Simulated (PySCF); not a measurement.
# BP2H5O (SMILES OB(P)P) at HF/pc-2

What is the vertical ionisation energy of BP2H5O at HF/pc-2? The job is set up through a Python script.

Program for the calculation: PySCF 2.14.0.

## (1) The system as given

The species is BP2H5O (9 atoms), meant as a singlet with charge 0. SMILES: `OB(P)P`. Geometry: relaxed at GFN2-xTB. This is one conformer, not always the lowest.

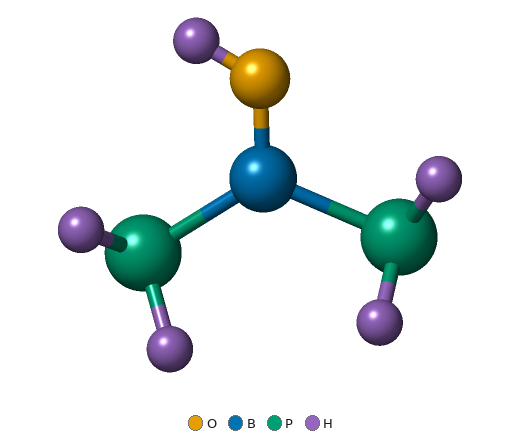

Viewed from a chosen angle; oxygen amber, boron blue, phosphorus teal, hydrogen purple.

## (2) The energy at HF/pc-2

File start.xyz:

```xyz
9

O     -0.539270     1.137550    -1.099550
B     -0.119010     0.079930    -0.412410
P      1.748660    -0.303270    -0.591160
P     -1.339000    -1.133200     0.458870
H     -1.475300     1.342520    -1.158290
H      2.164230     1.009620    -0.665680
H      2.042660    -0.425790     0.753850
H     -1.977010    -0.176360     1.229080
H     -0.505950    -1.531000     1.485270
```

File run.py:

```python
# OB(P)P
from pyscf import gto

mol = gto.M(
    atom='start.xyz',
    spin=0,
    verbose=3,
    basis='pc-2',
    max_memory=1860,
)

mf = mol.RHF()
mf.conv_tol = 1e-10
mf.kernel()
if not mf.converged:
    mf = mf.newton().run(mf.mo_coeff, mf.mo_occ)

etot = mf.e_tot
print(f'total energy: {etot:.8f} hartree')
```

Command:

```sh
OMP_NUM_THREADS=1 python run.py
```

What it wrote:

```text
converged SCF energy = -784.040217008387
total energy: -784.04021701 hartree
```

It took 22 s on 1 thread of Arm Neoverse V1, shared host; peak memory 1.6 GiB.

## (3) The doublet cation

File input.py:

```python
from pyscf import gto, scf

mol = gto.M(
    atom=[
    ('O', (-0.539270, 1.137550, -1.099550)),
    ('B', (-0.119010, 0.079930, -0.412410)),
    ('P', (1.748660, -0.303270, -0.591160)),
    ('P', (-1.339000, -1.133200, 0.458870)),
    ('H', (-1.475300, 1.342520, -1.158290)),
    ('H', (2.164230, 1.009620, -0.665680)),
    ('H', (2.042660, -0.425790, 0.753850)),
    ('H', (-1.977010, -0.176360, 1.229080)),
    ('H', (-0.505950, -1.531000, 1.485270)),
],
    basis='pc-2',
    max_memory=1860,
    spin=1,
    charge=1,
    verbose=3,
)

calc0 = scf.UHF(mol)
calc0.conv_tol = 1e-10
calc0.kernel()
if not calc0.converged:
    calc0 = calc0.newton().run(calc0.mo_coeff, calc0.mo_occ)

e_final = calc0.e_tot
print(f'total energy: {e_final:.8f} hartree')
```

Command:

```sh
OMP_NUM_THREADS=1 python input.py
```

What it wrote:

```text
SCF not converged.
SCF energy = -783.727029216894 after 50 cycles  <S^2> = 0.82672797  2S+1 = 2.0753101
converged SCF energy = -783.731360173753  <S^2> = 0.79379156  2S+1 = 2.0433224
total energy: -783.73136017 hartree
```

Run time: 3.7 min. Hardware: 1 thread of Arm Neoverse V1, shared host; peak memory 1.6 GiB.

## (4) What came out

At HF/pc-2:

```
                                          quantity          value
                      singlet BP2H5O: total energy  -784.04022 Eh
                     singlet BP2H5O: dipole moment         2.20 D
                       singlet BP2H5O: HOMO energy       -9.45 eV
                       singlet BP2H5O: LUMO energy        2.28 eV
                     singlet BP2H5O: HOMO–LUMO gap       11.73 eV
                      doublet cation: total energy  -783.73136 Eh
doublet cation: HOMO energy (highest over α and β)      -14.64 eV
 doublet cation: LUMO energy (lowest over α and β)       -7.29 eV
                              doublet cation: ⟨S²⟩          0.794
vertical ionisation energy (to the doublet cation)       8.404 eV
```

In words: Removing an electron at fixed nuclei costs 8.40 eV (194 kcal/mol). The negative HOMO energy of the first species, 9.45 eV, lies 1.05 eV above that difference. Mulliken charges (singlet BP2H5O) run from -0.53 on O1 to +0.35 on B2; they depend strongly on the basis.
